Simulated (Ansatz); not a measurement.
CH3BeO (SMILES [Be][O]C) (doublet)

Input file:

```
crystal:
  periodic: [false, false, false]
  atoms:
    - {symbol: C, position_ang: [-1.041125, 1.045512, -0.343697]}
    - {symbol: Be, position_ang: [-2.654128, -1.199940, -0.101079]}
    - {symbol: O, position_ang: [-1.840089, -0.066627, -0.223433]}
    - {symbol: H, position_ang: [-1.495759, 1.790328, -1.020226]}
    - {symbol: H, position_ang: [-0.049658, 0.780553, -0.751034]}
    - {symbol: H, position_ang: [-0.884809, 1.530503, 0.635834]}
basis:
  gaussian: {orbitals: def2-TZVPD}
magnetization: {spin_polarized: true, initial_magnetization: 1}
hamiltonian: {xc: {name: PBE0}}
output: {forces: true, orbitals: {seedname: orbitals}}
```

Launched as:

```sh
ansatz run input.yaml --threads 1 --pin off --max-ram 2610MiB --events-out events.jsonl --progress --plain --runs-dir runs
```

Geometry: PBE0-D3(BJ)/def2-SVP.

Level of theory: isolated molecule in a Gaussian basis; Kohn-Sham density functional theory, functional PBE0 (Ansatz 0.2.0).

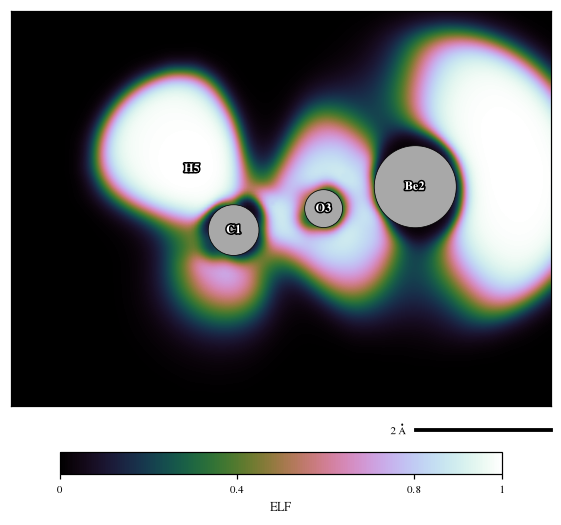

Figure 1. Electron localisation function on the plane of atoms O3, C1 and H5. Grey discs cover the atomic cores.

Question: Read the bonding off the picture.

Answer:
- Atoms in the plane: C, Be, O and H.
- C–O (1.37 Å): the ELF peaks at about 0.90 between the atoms, as expected for a shared but strongly polarised pair.
- Be–O (1.40 Å): the ELF peaks at about 0.80 in the valence shell of O, 0.6 Å from its nucleus, and is about 0.70 at the midpoint.
- C–H (1.10 Å): the ELF climbs to about 1 towards the hydrogen, as it does in any bond to H: an ordinary covalent bond to hydrogen.

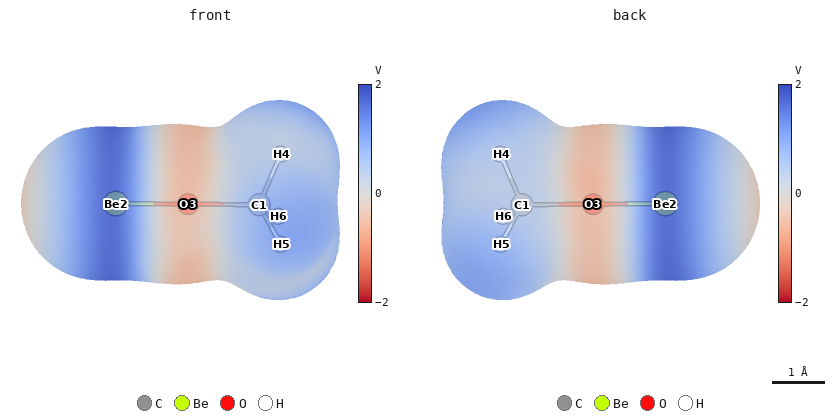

Figure 2. The molecular electrostatic potential painted on the density surface at 0.004 e/bohr³, seen from the front and from behind; the colour scale runs from red (negative) to blue (positive).

Question: Describe the electrostatic potential map.

Answer: The most negative region (about −0.6 V, or −14 kcal/mol for a unit charge) lies over O3, the most positive (about +1.7 V, or +39 kcal/mol for a unit charge) over Be2.

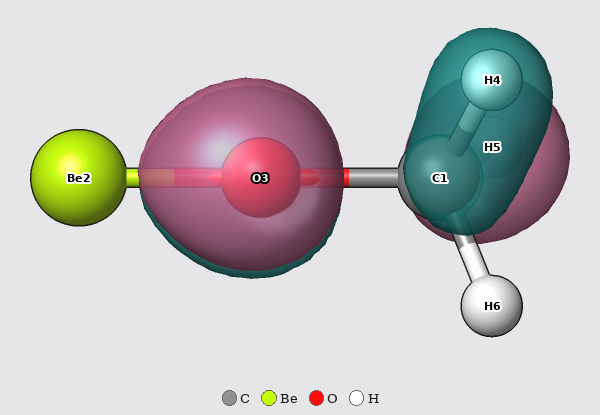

Figure 3. The HOMO (β) at ±0.2 Å⁻³ᐟ² (teal and pink are the two phases), seen from one side.

Question: What is the character of this orbital?

Answer: Its weight (Hirshfeld) is mainly on O3 (about 55 %), C1 (about 15 %), H5 (about 10 %) and H4 (about 5 %). It is one of a degenerate set, so its orientation is arbitrary. Its energy is −8.43 eV.
